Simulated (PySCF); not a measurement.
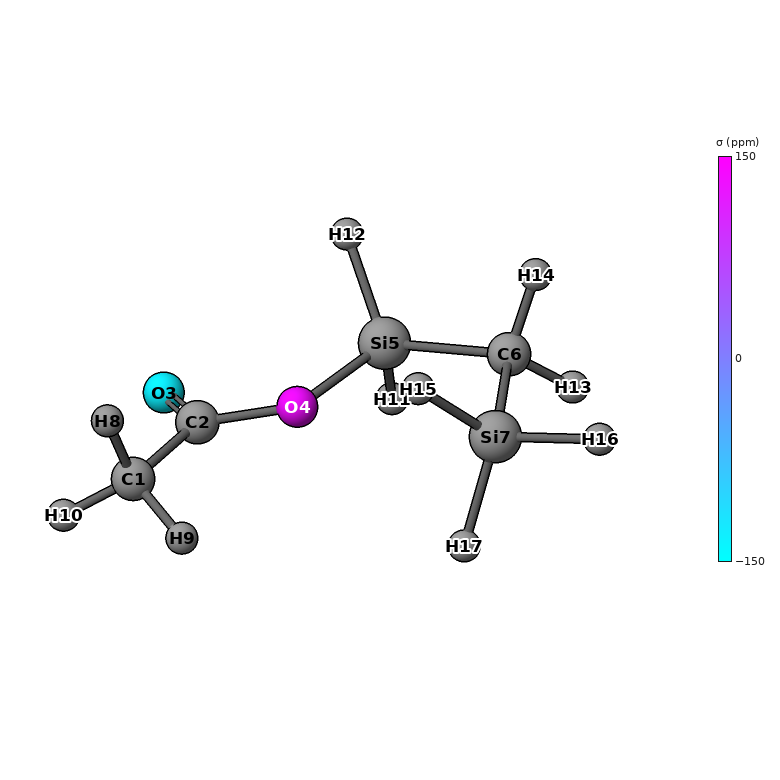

Atoms are coloured by their isotropic NMR shieldings (O only, the others grey). The geometry was computed by an optimisation with GFN2-xTB. No frequency run is at hand to confirm it as a minimum. Properties computed with GIAO PBE0/pcSseg-1 NMR shielding, non-relativistic, gas phase (PySCF 2.14.0).

List the isotropic NMR shieldings of the O atoms.

```
atom  σ (ppm)
  O3   −131.6
  O4    131.5
```

The geometry is semi-empirical. Around Si such bond lengths and angles can be off by a tenth of an ångström or more and by several degrees, and values that hang on the shape move with them.
